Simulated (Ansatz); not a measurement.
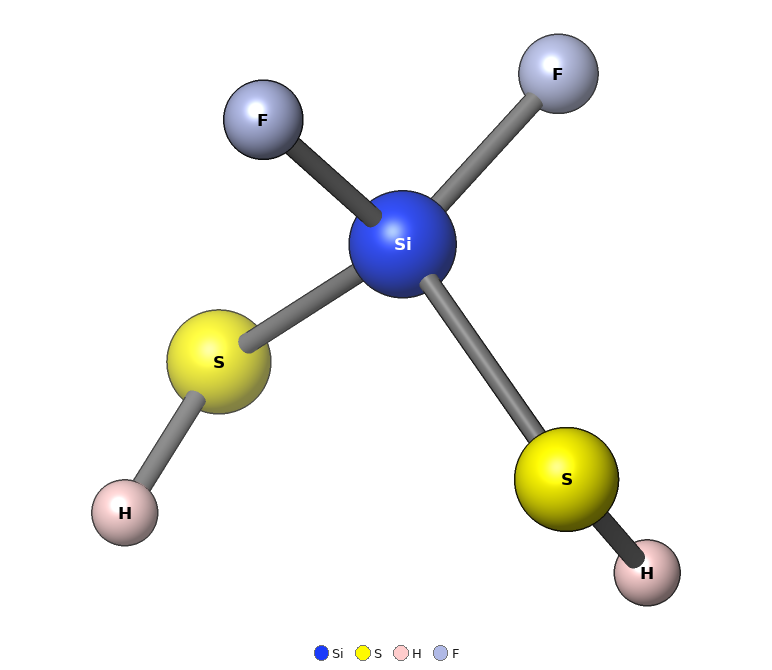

Atoms fade into the background with distance from the viewer. The computed structure is the end point of a PBE0-D4/def2-TZVP optimisation.

> Which symmetry elements does this geometry have?

It has 1 C2 axis, so the point group is C2. The group has 2 operations. The geometry is chiral, and symmetry allows a dipole moment.
